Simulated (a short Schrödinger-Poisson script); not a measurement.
Structure: MOS inversion layer, HfO2 on p-type Si(100), at 300 K.

| layer | material | thickness (nm) | Na (cm⁻³) |
|---|---|---|---|
| 1 | HfO2 | 7.3 | - |
| 2 | Si | 780 | 9e17 |

The device is made up for the run: typed textbook-type constants, with dimensions and the other settings drawn at random. HfO2: permittivity 22, conduction-band edge (eV) 1.55, gap (eV) 5.7, electron mass (mₑ) 0.2. Si: permittivity 11.7, conduction-band edge (eV) 0, gap (eV) 1.124, Nv at 300 K (cm⁻³) 3.1e19.

Channel valleys (confinement mass, in-plane density-of-states mass, number): Δ2 0.916, 0.19, 2; Δ4 0.19, 0.417, 4. At the gate the conduction-band edge of layer 1 lies 1.61 eV − eVg above the Fermi level of the channel; the field vanishes at the back. Gaps are held at their typed values at every temperature. Mesh 0.03 nm at interfaces.

From a short Schrödinger-Poisson script (our own, NumPy): 1D Poisson equation in equilibrium, electrons quantum, Hartree (BenDaniel-Duke, 12 states a valley, the channel's in-plane mass for all, wave functions ending at the dielectric), parabolic valleys, classical holes, full ionisation, no traps, pinning or gate leakage.

Only gate voltages with over 1e8 electrons/cm² are shown.

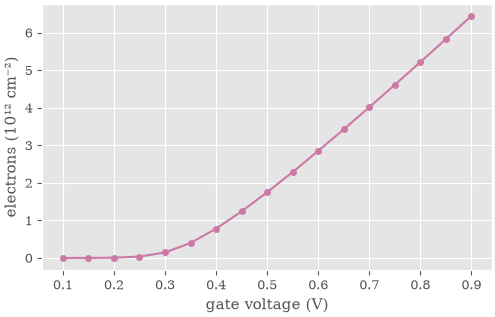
*Sheet density against gate voltage*

```
Vg (V)  electrons (cm⁻²)  C (μF/cm²)  Δ2 E0 (meV)  Δ2 E1 (meV)  Δ4 E0 (meV)  Δ4 E1 (meV)
------  ----------------  ----------  -----------  -----------  -----------  -----------
0.1               2.74e8       0.267        256.0        333.2        327.2        452.6
0.15              1.43e9       0.266        212.9        291.5        285.4        413.4
0.2               7.46e9       0.288        170.0        250.0        243.8        374.3
0.25             3.67e10       0.406        128.4        209.9        203.6        336.4
0.3              1.46e11       0.741         92.1        175.1        168.7        303.7
0.35             4.00e11        1.16         65.2        150.0        143.7        280.3
0.4              7.81e11        1.44         46.7        133.4        127.2        265.3
0.45             1.24e12        1.61         33.3        122.1        116.0        255.3
0.5              1.75e12        1.72         22.9        113.7        107.8        248.1
0.55             2.29e12        1.79         14.3        107.2        101.4        242.7
0.6              2.85e12        1.84          6.9        101.9         96.3        238.4
0.65             3.43e12        1.88          0.3         97.4         92.0        234.9
0.7              4.02e12        1.91         -5.6         93.5         88.2        232.0
0.75             4.61e12        1.94        -11.1         90.0         84.9        229.4
0.8              5.22e12        1.96        -16.2         86.9         82.0        227.2
0.85             5.83e12        1.98        -21.0         84.1         79.2        225.2
0.9              6.45e12        1.99        -25.6         81.5         76.8        223.4
```

Subbands count from the Fermi level.
